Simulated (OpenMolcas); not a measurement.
# CH4OSi (SMILES CO[SiH]): methods side by side

CH4OSi has 7 atoms, charge 0, and is taken as a singlet. As SMILES, `CO[SiH]`. The coordinates come from a PBE0-D4/def2-TZVP relaxation. This is one conformer, not always the lowest.

```
atom    x (Å)    y (Å)    z (Å)
   C  -0.5124   0.4855  -0.3385
   O  -0.4432  -0.4465   0.7176
  Si   0.7969  -1.3873   1.2299
   H  -1.2964   0.1808  -1.0355
   H   0.4438   0.5475  -0.8687
   H  -0.7693   1.4675   0.0654
   H   1.8417  -0.9156   0.1841
```

Each level gives the energy change with the C1–H5 bond stretched from 1.095 to 1.643 Å (eV). The values are calculated.

```json
{"level": "SVWN5/aug-cc-pVDZ (restricted)", "kind": "LDA", "program": "OpenMolcas", "value (eV)": "1.72", "less CCSD(T)/aug-cc-pVDZ": "-0.11"}
{"level": "BLYP/aug-cc-pVDZ (restricted)", "kind": "GGA", "program": "OpenMolcas", "value (eV)": "1.70", "less CCSD(T)/aug-cc-pVDZ": "-0.13"}
{"level": "M06-L/aug-cc-pVDZ (restricted)", "kind": "meta-GGA", "program": "OpenMolcas", "value (eV)": "1.91", "less CCSD(T)/aug-cc-pVDZ": "+0.08"}
{"level": "r2SCAN/aug-cc-pVDZ (restricted)", "kind": "meta-GGA", "program": "OpenMolcas", "value (eV)": "1.87", "less CCSD(T)/aug-cc-pVDZ": "+0.04"}
{"level": "M06-2X/aug-cc-pVDZ (restricted)", "kind": "hybrid meta-GGA", "program": "OpenMolcas", "value (eV)": "1.99", "less CCSD(T)/aug-cc-pVDZ": "+0.16"}
{"level": "PBE0/aug-cc-pVDZ (restricted)", "kind": "global hybrid", "program": "OpenMolcas", "value (eV)": "1.94", "less CCSD(T)/aug-cc-pVDZ": "+0.11"}
{"level": "B2PLYP/aug-cc-pVDZ (restricted)", "kind": "double hybrid", "program": "OpenMolcas", "value (eV)": "1.93", "less CCSD(T)/aug-cc-pVDZ": "+0.10"}
{"level": "CCSD(T)/aug-cc-pVDZ (Cholesky decomposition) (restricted)", "kind": "coupled cluster or CI", "program": "OpenMolcas", "value (eV)": "1.83", "less CCSD(T)/aug-cc-pVDZ": "0.00"}
```

Differences are taken from CCSD(T)/aug-cc-pVDZ (Cholesky decomposition) (restricted) for orientation; it has basis-set and higher-order errors of its own. The first shape isn't each level's own minimum. The values span 1.70 to 1.99 eV.

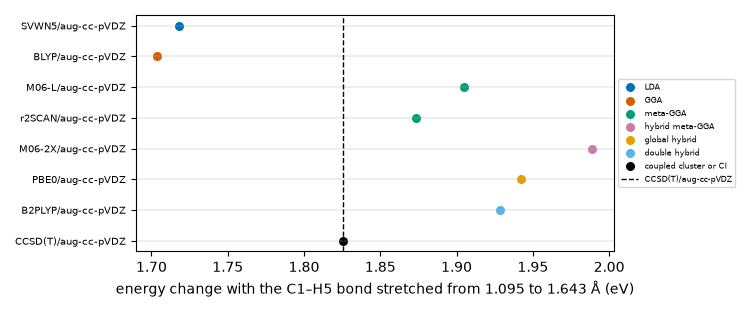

The values of the table, level by level.
